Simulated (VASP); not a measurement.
Band structure of Tl3Ag (space group Pm-3m). Method: PBEsol GGA, VASP's PBE PAW potentials (set 64) (plane waves; VASP 6.6.1).

Unless said otherwise, spin-orbit coupling is left out, though it shifts the bands of the heavy elements here.

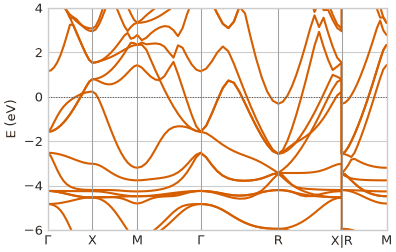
Figure: Bands along high-symmetry lines, zero at the valence-band maximum or, without a gap, the Fermi level

### Question
Read the plot: is there a gap, and where are the band edges?

### Answer
It has no gap at this level: it comes out as a metal or semimetal. (Edges off the drawn lines would not show.)

The structure comes from a computed database's Tl3Ag entry (Pm-3m); how it stands against other phases isn't given here. It was relaxed first, which changed the volume by -10 %.
